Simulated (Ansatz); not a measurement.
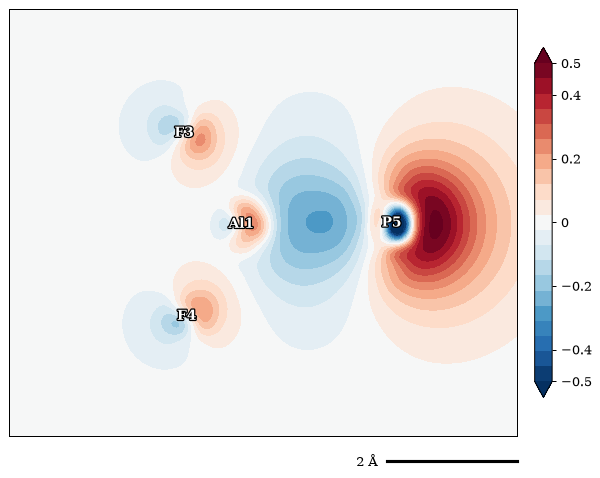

The picture shows: AlF₂H₂P···H₂. The HOMO on the plane of atoms F3, Al1 and F4 (values in Å⁻³ᐟ²; the overall sign is arbitrary).

Theory: RHF/def2-SVP (Ansatz).

Input

```
crystal:
  periodic: [false, false, false]
  atoms:
    - { symbol: Al, position_ang: [0.00674, -0.627216, -0.357769] }
    - { symbol: H, position_ang: [0.165073, 0.245513, 2.257188] }
    - { symbol: F, position_ang: [1.35757, 0.287242, -0.552292] }
    - { symbol: F, position_ang: [-1.394016, 0.035517, -0.898788] }
    - { symbol: P, position_ang: [-0.000488, -2.62628, 0.75497] }
    - { symbol: H, position_ang: [-0.566338, -3.452022, -0.238359] }
    - { symbol: H, position_ang: [1.348319, -2.985978, 0.541929] }
    - { symbol: H, position_ang: [0.03084, -0.454675, 2.249121] }
basis:
  gaussian: { orbitals: def2-SVP }
hamiltonian:
  xc: hf
relax:
  f_tol: 0.03
  max_steps: 50
output:
  orbitals: {}
```

Launched as:

```sh
ansatz run input.yaml --threads 1 --pin off --max-ram 2048MiB --backend cpu --events-out ev --progress --plain --runs-dir out
```

The fields are those of the run's last geometry, not of the input's.

> Describe this orbital and give its energy.

It lies mainly on P5 (about 75 %) and Al1 (about 15 %); largely a lone pair of P5. Its energy is −10.24 eV.
